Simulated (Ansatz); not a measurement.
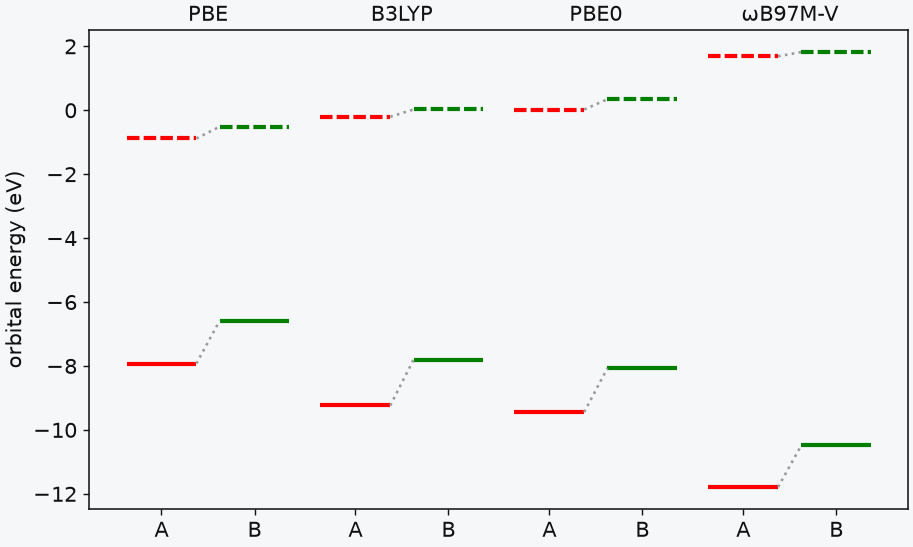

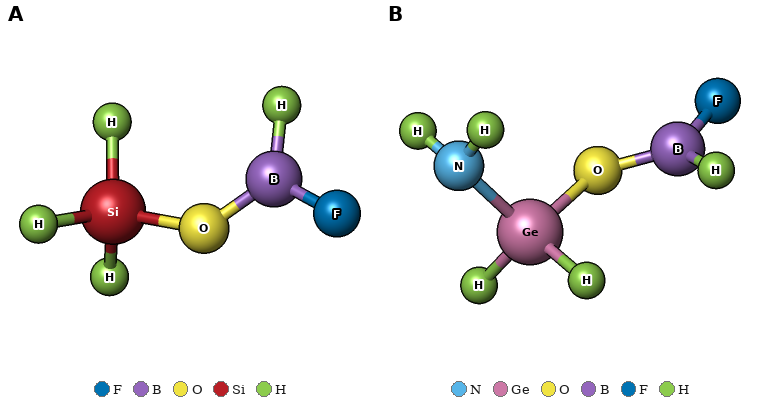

One change: A, BSiH₄OF (SMILES FBO[SiH3]), becomes B, BGeNH₅OF (SMILES [NH2][GeH2][O]BF). SiH₃ on O is replaced by GeNH₄ (bound through Ge). HOMO (solid) and LUMO (dashed) computed in def2-TZVPP at PBE0-D4/def2-TZVP geometries, both minima by their frequencies, gas phase, the Ansatz code 0.2.0. Empty levels above zero depend strongly on the basis.

Question: What does the change do to HOMO and LUMO?

Answer: PBE: the HOMO rises by 1.34 eV, the LUMO rises by 0.37 eV, and the separation goes from 7.04 to 6.07 eV. B3LYP: the HOMO rises by 1.43 eV, the LUMO rises by 0.23 eV, and the separation goes from 9.03 to 7.83 eV. PBE0: the HOMO rises by 1.38 eV, the LUMO rises by 0.32 eV, and the separation goes from 9.47 to 8.41 eV. ωB97M-V: the HOMO rises by 1.31 eV, the LUMO rises by 0.13 eV, and the separation goes from 13.48 to 12.30 eV.

Question: Do the functionals agree on the effect?

Answer: They agree on the direction for both levels; the HOMO shift lies between 1.31 and 1.43 eV and the LUMO shift between 0.13 and 0.37 eV, while the separations themselves differ by up to 6.4 eV between functionals.

Known limits of this run: one conformer of each flexible molecule.
